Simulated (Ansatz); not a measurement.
# BH₃F (doublet): one geometry, many settings at distance B1–H4 along a hydrogen transfer = 1.448 Å

What do other methods and options give for BH₃F (doublet) at this geometry, and how long do they take?

Program: Ansatz 0.2.0, Gaussian basis. Level of theory: the settings change from run to run. These are calculated values, not measurements.

16 further runs of the same task are left out: 9 for a known fault of the program, 1 for a mislabelled method, 5 that didn't finish, 1 set aside as unsound or not needed.

### Step 1. What is computed

The geometry derives from fragments relaxed apart (PBE0/def2-TZVP) and kept rigid, so it is no stationary point. A hydrogen atom is moved between rigid fragments.

5 atoms, charge 0, spin multiplicity 2.

Atoms are counted from 1 here; the program's logs count them from 0.

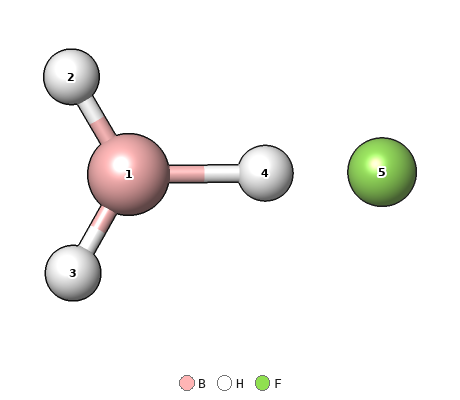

The geometry (boron pink, hydrogen white, fluorine green); atoms are numbered from 1 in the order of the file.

### Step 2. HF/6-31G*

The input, in.yaml:

```yaml
crystal:
  periodic: [false, false, false]
  atoms:
    - {symbol: B, position_ang: [-1.562602, 0.000000, 0.000000]}
    - {symbol: H, position_ang: [-2.159335, 1.033571, 0.000000]}
    - {symbol: H, position_ang: [-2.159335, -1.033571, 0.000000]}
    - {symbol: H, position_ang: [-0.114602, 0.000000, 0.000000]}
    - {symbol: F, position_ang: [1.124398, 0.000000, 0.000000]}
basis:
  gaussian: {orbitals: "6-31G*"}
magnetization: {spin_polarized: true, initial_magnetization: 1}
hamiltonian: {xc: hf}
output: {orbitals: {seedname: orbitals}}
```

Started as:

```
$ ansatz run in.yaml --threads 1 --pin off --events-out ev --progress --plain --max-ram 2393MiB
```

Standard output:

```text
Functional definition: HF
  name "HF"
  cite "Fock, Z. Phys. 61, 126 (1930) doi:10.1007/BF01340294"
  parent pbe
  exchange = exact_x
  correlation = 0
360 factors; integrals over basis functions are off by at most 8.7e-4 eV
mean field evaluation 1: about -3418.0464 eV, gradient 2.2e1 eV
mean field evaluation 2: about -3418.0618 eV, gradient 2.2e1 eV
mean field evaluation 4: about -3420.6630 eV, gradient 3.2e0 eV
mean field evaluation 8: about -3420.9586 eV, gradient 5.1e-1 eV
mean field evaluation 16: about -3415.7137 eV, gradient 2.4e1 eV
mean field evaluation 32: about -3419.0633 eV, gradient 1.3e-1 eV
mean field -3420.96835001 eV, -125.7182680471 hartree, gradient 2.4e-5 eV, S^2 0.795871; 0 other end points of the search recorded, 0 dependent functions left out
reference -3420.96835001 eV, -125.7182680471 hartree; 9, 8 occupied and 27, 28 virtual orbitals, 360 factors
Total energy: -3420.96835001 eV, -125.7182680471 hartree
```

Run time: 0.12 s. Hardware: 1 thread of AMD EPYC 9R45, shared host.

From the report: ⟨S²⟩ of the determinant 0.796 (pure doublet: 0.75).

### Step 3. BCCD(T) on UHF/def2-mTZVP

in.yaml, as its differences from that of step 2:

```diff
@@ -9,5 +9,5 @@
 basis:
-  gaussian: {orbitals: "6-31G*"}
+  gaussian: {orbitals: def2-mTZVP, fitting: {mean_field: def2-universal-jkfit}}
 magnetization: {spin_polarized: true, initial_magnetization: 1}
-hamiltonian: {xc: hf}
-output: {orbitals: {seedname: orbitals}}
+correlation: {method: bccd_t, electrons: outside_noble_gas}
+scf: {lower_state_search: light}
```

The command is unchanged.

Standard output, shortened:

```text
Functional definition: HF
  name "HF"
  cite "Fock, Z. Phys. 61, 126 (1930) doi:10.1007/BF01340294"
  parent pbe
[...]
206 factors; integrals over basis functions are off by at most 1.6e0 eV
[...]
mean field -3422.42415807 eV, -125.7717680065 hartree, gradient 1.6e-6 eV, S^2 0.794724; 8 other end points of the search recorded, 0 dependent functions left out
determinant -3422.42415807 eV, -125.7717680065 hartree, with singles and doubles -3430.31393036 eV, -126.0617117903 hartree
determinant -3420.41736831 eV, -125.6980198434 hartree, with singles and doubles -3427.37580365 eV, -125.9537376253 hartree
determinant -3420.40185404 eV, -125.6974497043 hartree, with singles and doubles -3427.35639994 eV, -125.9530245523 hartree
2 core orbitals not correlated: weight in the atoms' cores, before any rotation towards them, 1.000 or more for the frozen orbitals, at most 0.000 for the correlated occupied ones
reference -3422.42415807 eV, -125.7717680065 hartree; 7, 6 occupied and 38, 39 virtual orbitals, 206 factors
second order -7.18734283 eV of doubles, -0.00000000 eV of singles
cycle   1  -7.84218646 eV  change   -1.1e-1 eV  update   2.3e-2
[...]
cycle  11  -7.86410335 eV  change    1.6e-6 eV  update   4.9e-6
perturbative correction -0.21386022 eV, -0.0078592183 hartree
Total energy: -3430.50212164 eV, -126.0686276925 hartree
```

It took 1.2 s on 1 thread of AMD EPYC 9R45, shared host.

From the report: ⟨S²⟩ of the determinant 0.795 (pure doublet: 0.75); correlation -8.0780 eV; largest double amplitude 0.05.

### Step 4. BCCD/cc-pVDZ

in.yaml, as its differences from that of step 3:

```diff
@@ -9,5 +9,6 @@
 basis:
-  gaussian: {orbitals: def2-mTZVP, fitting: {mean_field: def2-universal-jkfit}}
+  gaussian: {orbitals: cc-pVDZ, point_charges: [{charge: 0.50, position_ang: [3.924, -0.174, 0.278]}]}
 magnetization: {spin_polarized: true, initial_magnetization: 1}
-correlation: {method: bccd_t, electrons: outside_noble_gas}
-scf: {lower_state_search: light}
+hamiltonian: {xc: {name: B3LYP}}
+correlation: {method: bccd, electrons: outside_noble_gas}
+output: {forces: true}
```

Same command.

Standard output, shortened:

```text
Functional definition: B3LYP
  name "B3LYP"
  cite "Stephens, Devlin, Chabalowski & Frisch, J. Phys. Chem. 98, 11623 (1994) doi:10.1021/j100096a001"
  cite "Becke, Phys. Rev. A 38, 3098 (1988) doi:10.1103/PhysRevA.38.3098"
  cite "Lee, Yang & Parr, Phys. Rev. B 37, 785 (1988) doi:10.1103/PhysRevB.37.785"
  cite "Vosko, Wilk & Nusair, Can. J. Phys. 58, 1200 (1980) doi:10.1139/p80-159"
[...]
386 factors; integrals over basis functions are off by at most 1.2e-3 eV
[...]
mean field -3438.77690281 eV, -126.3727202917 hartree, gradient 5.8e-6 eV, S^2 0.755120; 0 other end points of the search recorded, 0 dependent functions left out
2 core orbitals not correlated: weight in the atoms' cores, before any rotation towards them, 1.000 or more for the frozen orbitals, at most 0.000 for the correlated occupied ones
reference -3421.35524948 eV, -125.7324863406 hartree; 7, 6 occupied and 34, 35 virtual orbitals, 386 factors
second order -7.85456366 eV of doubles, -0.21799560 eV of singles
cycle   1  -8.25257302 eV  change   -1.8e-1 eV  update   6.9e-2
[...]
cycle  16  -8.53749185 eV  change    1.5e-7 eV  update   7.5e-7
[...]
Total energy: -3429.89274133 eV, -126.0462333791 hartree
Atom 0 at    -1.562602     0.000000     0.000000 Å, force    -0.536150     0.002243    -0.004340 eV/Å
Atom 1 at    -2.159335     1.033571     0.000000 Å, force     0.387344     0.468906     0.000338 eV/Å
Atom 2 at    -2.159335    -1.033571     0.000000 Å, force     0.385885    -0.470497     0.000422 eV/Å
Atom 3 at    -0.114602     0.000000     0.000000 Å, force     2.372222    -0.000331     0.003820 eV/Å
Atom 4 at     1.124398     0.000000     0.000000 Å, force    -2.415555    -0.013041     0.020581 eV/Å
Dipole moment:    -0.771420     0.001789    -0.002323 e Å
```

Wall time 2.5 s (1 thread of AMD EPYC 9R45, shared host).

From the report: ⟨S²⟩ of the determinant 0.755 (pure doublet: 0.75); correlation -8.5375 eV; largest double amplitude 0.05.

### Step 5. CASSCF(9,5)/6-31G*

The input, in.yaml:

```yaml
crystal:
  periodic: [false, false, false]
  atoms:
    - {symbol: B, position_ang: [-1.562602, 0.000000, 0.000000]}
    - {symbol: H, position_ang: [-2.159335, 1.033571, 0.000000]}
    - {symbol: H, position_ang: [-2.159335, -1.033571, 0.000000]}
    - {symbol: H, position_ang: [-0.114602, 0.000000, 0.000000]}
    - {symbol: F, position_ang: [1.124398, 0.000000, 0.000000]}
basis:
  gaussian: {orbitals: "6-31G*"}
magnetization: {spin_polarized: false, initial_magnetization: 1}
correlation: {active_space: {window: {electrons: 9, orbitals: 5}, states: [{multiplicity: 2, weights: [1, 1, 1, 0.5]}], root: 1}}
scf: {lower_state_search: light}
```

Launched as before.

Standard output, shortened:

```text
Functional definition: HF
  name "HF"
  cite "Fock, Z. Phys. 61, 126 (1930) doi:10.1007/BF01340294"
  parent pbe
[...]
604 factors; integrals over basis functions are off by at most 2.2e-7 eV
[...]
mean field -3420.56586901 eV, -125.7034771432 hartree, gradient 3.4e-6 eV, S^2 0.750000; 10 other end points of the search recorded, 0 dependent functions left out
reference -3420.56586901 eV, -125.7034771432 hartree; 9, 8 occupied and 27, 28 virtual orbitals, 604 factors
state -3420.38782661 eV, -125.6969342058 hartree
state -3418.81192369 eV, -125.6390208418 hartree
state -3418.80379495 eV, -125.6387221161 hartree
state -3413.01427089 eV, -125.4259610309 hartree
Total energy: -3418.81192369 eV, -125.6390208418 hartree
```

Run time: 0.6 s. Hardware: 1 thread of AMD EPYC 9R45, shared host.

From the report: 5 determinants; active occupations (of the averaged states) 2.00, 1.86, 1.71, 1.71, 1.71.

### Step 6. BCCD on UHF/cc-pVDZ

The input, in.yaml:

```yaml
crystal:
  periodic: [false, false, false]
  atoms:
    - {symbol: B, position_ang: [-1.562602, 0.000000, 0.000000]}
    - {symbol: H, position_ang: [-2.159335, 1.033571, 0.000000]}
    - {symbol: H, position_ang: [-2.159335, -1.033571, 0.000000]}
    - {symbol: H, position_ang: [-0.114602, 0.000000, 0.000000]}
    - {symbol: F, position_ang: [1.124398, 0.000000, 0.000000]}
basis:
  gaussian: {orbitals: cc-pVDZ}
magnetization: {spin_polarized: true, initial_magnetization: 1}
correlation: {method: bccd, electrons: valence}
```

Launched as before.

Standard output, shortened:

```text
Functional definition: HF
  name "HF"
  cite "Fock, Z. Phys. 61, 126 (1930) doi:10.1007/BF01340294"
  parent pbe
[...]
386 factors; integrals over basis functions are off by at most 1.2e-3 eV
[...]
mean field -3421.38343231 eV, -125.7335220405 hartree, gradient 2.9e-6 eV, S^2 0.794512; 8 other end points of the search recorded, 0 dependent functions left out
determinant -3421.38343231 eV, -125.7335220405 hartree, with singles and doubles -3429.60723807 eV, -126.0357413277 hartree
determinant -3419.43069062 eV, -125.6617601070 hartree, with singles and doubles -3426.99768053 eV, -125.9398418572 hartree
determinant -3419.42159017 eV, -125.6614256717 hartree, with singles and doubles -3426.98830526 eV, -125.9394973221 hartree
2 core orbitals not correlated: weight in the atoms' cores, before any rotation towards them, 1.000 or more for the frozen orbitals, at most 0.000 for the correlated occupied ones
reference -3421.38343231 eV, -125.7335220405 hartree; 7, 6 occupied and 34, 35 virtual orbitals, 386 factors
second order -7.35223927 eV of doubles, -0.00000000 eV of singles
cycle   1  -8.20327473 eV  change    2.1e-2 eV  update   7.8e-3
[...]
cycle   9  -8.20611682 eV  change    4.0e-6 eV  update   7.9e-6
Total energy: -3429.58954914 eV, -126.0350912715 hartree
```

Run time: 1.4 s. Hardware: 1 thread of AMD EPYC 9R45, shared host.

From the report: ⟨S²⟩ of the determinant 0.795 (pure doublet: 0.75); correlation -8.2061 eV; largest double amplitude 0.05.

### Step 7. CCSD(T) on ROHF/6-31G

in.yaml, as its differences from that of step 6:

```diff
@@ -9,4 +9,4 @@
 basis:
-  gaussian: {orbitals: cc-pVDZ}
-magnetization: {spin_polarized: true, initial_magnetization: 1}
-correlation: {method: bccd, electrons: valence}
+  gaussian: {orbitals: 6-31G}
+magnetization: {spin_polarized: false, initial_magnetization: 1}
+correlation: {method: ccsd_t, electrons: valence}
```

Launched as before.

Standard output, shortened:

```text
Functional definition: HF
  name "HF"
  cite "Fock, Z. Phys. 61, 126 (1930) doi:10.1007/BF01340294"
  parent pbe
[...]
297 factors; integrals over basis functions are off by at most 2.9e-4 eV
[...]
mean field -3420.04620783 eV, -125.6843799471 hartree, gradient 1.3e-6 eV, S^2 0.750000; 8 other end points of the search recorded, 0 dependent functions left out
[...]
determinant -3420.04620783 eV, -125.6843799471 hartree, with singles and doubles -3425.55104869 eV, -125.8866791174 hartree
determinant -3418.54515988 eV, -125.6292174525 hartree, with singles and doubles -3422.95912247 eV, -125.7914275859 hartree
determinant -3418.53752764 eV, -125.6289369729 hartree, with singles and doubles -3422.94920191 eV, -125.7910630118 hartree
2 core orbitals not correlated: weight in the atoms' cores, before any rotation towards them, 1.000 or more for the frozen orbitals, at most 0.000 for the correlated occupied ones
reference -3420.04620783 eV, -125.6843799471 hartree; 7, 6 occupied and 15, 16 virtual orbitals, 297 factors
second order -4.80968170 eV of doubles, -0.18736752 eV of singles
cycle   1  -5.50417004 eV  change    6.7e-4 eV  update   8.9e-4
[...]
cycle   7  -5.50407781 eV  change   -7.2e-6 eV  update   6.7e-6
perturbative correction -0.07254044 eV, -0.0026658121 hartree
Total energy: -3425.62282608 eV, -125.8893168880 hartree
```

It took 0.45 s on 1 thread of AMD EPYC 9R45, shared host.

From the report: correlation -5.5766 eV; T1 0.028; largest double amplitude 0.06.

### Step 8. CISD/cc-pVDZ

in.yaml, as its differences from that of step 7:

```diff
@@ -9,4 +9,4 @@
 basis:
-  gaussian: {orbitals: 6-31G}
+  gaussian: {orbitals: cc-pVDZ}
 magnetization: {spin_polarized: false, initial_magnetization: 1}
-correlation: {method: ccsd_t, electrons: valence}
+correlation: {active_space: {ras: {orbitals: [8, 1, 34], electrons: 17, max_holes: 2, max_particles: 2}, fixed_orbitals: true}}
```

Launched as before.

Standard output:

```text
Functional definition: HF
  name "HF"
  cite "Fock, Z. Phys. 61, 126 (1930) doi:10.1007/BF01340294"
  parent pbe
  exchange = exact_x
  correlation = 0
386 factors; integrals over basis functions are off by at most 1.2e-3 eV
mean field evaluation 1: about -3418.4027 eV, gradient 2.8e1 eV
mean field evaluation 2: about -3418.4193 eV, gradient 2.8e1 eV
mean field evaluation 4: about -3420.9359 eV, gradient 2.5e0 eV
mean field evaluation 8: about -3420.9868 eV, gradient 4.0e-1 eV
mean field evaluation 16: about -3420.9921 eV, gradient 8.0e-5 eV
mean field evaluation 32: about -3419.3242 eV, gradient 6.2e-2 eV
mean field evaluation 64: about -3419.3150 eV, gradient 4.4e-2 eV
mean field -3420.99213935 eV, -125.7191422892 hartree, gradient 2.5e-6 eV, S^2 0.750000; 8 other end points of the search recorded, 0 dependent functions left out
reference -3420.99213935 eV, -125.7191422892 hartree; 9, 8 occupied and 34, 35 virtual orbitals, 386 factors
state -3429.06820177 eV, -126.0159321091 hartree
Total energy: -3429.06820177 eV, -126.0159321091 hartree
```

Wall time 3.7 s (1 thread of AMD EPYC 9R45, shared host).

From the report: 53,170 determinants.

### Step 9. BCCD on ROHF/cc-pVDZ

in.yaml, as its differences from that of step 8:

```diff
@@ -11,2 +11,4 @@
 magnetization: {spin_polarized: false, initial_magnetization: 1}
-correlation: {active_space: {ras: {orbitals: [8, 1, 34], electrons: 17, max_holes: 2, max_particles: 2}, fixed_orbitals: true}}
+correlation: {method: bccd, electrons: outside_noble_gas}
+accuracy: high
+output: {forces: true}
```

Launched as before.

Standard output, shortened:

```text
Functional definition: HF
  name "HF"
  cite "Fock, Z. Phys. 61, 126 (1930) doi:10.1007/BF01340294"
  parent pbe
[...]
861 factors; integrals over basis functions are off by at most 3.7e-9 eV
[...]
mean field -3420.99216348 eV, -125.7191431762 hartree, gradient 3.6e-8 eV, S^2 0.750000; 8 other end points of the search recorded, 0 dependent functions left out
[...]
determinant -3420.99216348 eV, -125.7191431762 hartree, with singles and doubles -3429.59214694 eV, -126.0351867390 hartree
determinant -3419.33192139 eV, -125.6581304047 hartree, with singles and doubles -3426.99635784 eV, -125.9397932489 hartree
determinant -3419.32274453 eV, -125.6577931612 hartree, with singles and doubles -3426.98698361 eV, -125.9394487526 hartree
2 core orbitals not correlated: weight in the atoms' cores, before any rotation towards them, 1.000 or more for the frozen orbitals, at most 0.000 for the correlated occupied ones
reference -3420.99216348 eV, -125.7191431762 hartree; 7, 6 occupied and 34, 35 virtual orbitals, 861 factors
second order -7.80946221 eV of doubles, -0.18306073 eV of singles
cycle   1  -8.60120438 eV  change   -1.2e-3 eV  update   7.5e-3
[...]
cycle  21  -8.59709515 eV  change  -2.6e-10 eV  update   1.4e-9
[...]
Total energy: -3429.58925863 eV, -126.0350805957 hartree
Atom 0 at    -1.562602     0.000000     0.000000 Å, force    -0.053602    -0.000000     0.000000 eV/Å
Atom 1 at    -2.159335     1.033571     0.000000 Å, force     0.288608     0.446971    -0.000000 eV/Å
Atom 2 at    -2.159335    -1.033571     0.000000 Å, force     0.288608    -0.446971    -0.000000 eV/Å
Atom 3 at    -0.114602     0.000000     0.000000 Å, force     1.874139    -0.000000     0.000000 eV/Å
Atom 4 at     1.124398     0.000000     0.000000 Å, force    -2.397754     0.000000    -0.000000 eV/Å
Dipole moment:    -0.598727     0.000000    -0.000000 e Å
```

Wall time 6 s (1 thread of AMD EPYC 9R45, shared host); peak memory 0.31 GiB.

From the report: correlation -8.5971 eV; largest double amplitude 0.05.

### Step 10. The runs in one table

Where basis and cores are those of an earlier UCCSDT(Q)/cc-pVDZ run (-3429.7700 eV), and the state is the same kind, the miss against it is given.

```csv
level,correlated,functions,energy (eV),from UCCSDT(Q) (meV),time
HF/6-31G*,,36,-3420.9684,,0.12 s
BCCD(T) on UHF/def2-mTZVP,outside noble gas,47,-3430.5021,,1.2 s
"BCCD/cc-pVDZ (beside a point charge, on B3LYP orbitals)",outside noble gas,43,-3429.8927,,2.5 s
"CASSCF(9,5)/6-31G* (excited root 1 of an average)",,36,-3418.8119,,0.6 s
BCCD on UHF/cc-pVDZ,valence,43,-3429.5895,180.5,1.4 s
CCSD(T) on ROHF/6-31G,valence,24,-3425.6228,,0.45 s
CISD/cc-pVDZ,all,43,-3429.0682,,3.7 s
BCCD on ROHF/cc-pVDZ,outside noble gas,43,-3429.5893,180.8,6 s
```

### Step 11. Results

| quantity | value |
| --- | --- |
| runs | 8 |
| quickest | HF/6-31G*, 0.12 s |
| slowest | BCCD on ROHF/cc-pVDZ, 6 s |

Total energies in different bases, with other cores or another treatment of relativity can't be set against each other. BCCD on ROHF/cc-pVDZ took 50 times as long as HF/6-31G*; the jobs differ in more than the method. Among the correlated runs with a miss given, it spans +180 to +181 meV.
